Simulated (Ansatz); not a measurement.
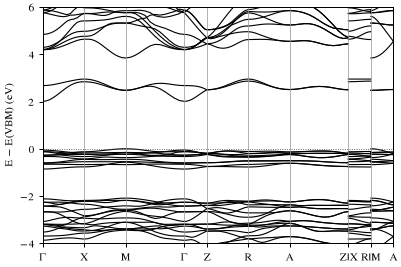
*Band structure from plane-wave PAW r²SCAN (Ansatz code)*

Task: Read off the gap and where the band edges lie.

Result: About 2.0 eV (2.01 eV by a search for the band edges); maximum at M, minimum at Γ.

Task: Which of these materials gives this?
(A) InP, P4_2/mnm (In on 4g, P on 4f)
(B) TeO2, P4_12_12 (Te on 4a, O on 8b)
(C) GaCuBr4, P-42c (Ga on 2d, Cu on 2e, Br on 8n)
(D) TeO2, P4_32_12 (Te on 4a, O on 8b)

Result: C, GaCuBr4, P-42c (Ga on 2d, Cu on 2e, Br on 8n)

The first step of the workflow began from a Materials Project structure, measured or hypothetical; the Crystallography Open Database copy checked does not list it. Whether it is the stable phase at ambient conditions was not checked. The cell was relaxed with r²SCAN under the symmetry of its start; whether a distortion lowers the energy is not shown. The run is not spin-polarised. Scalar-relativistic: spin–orbit coupling is off unless named, which matters more the heavier the elements.

Potentials: the later of the program's two PAW sets.
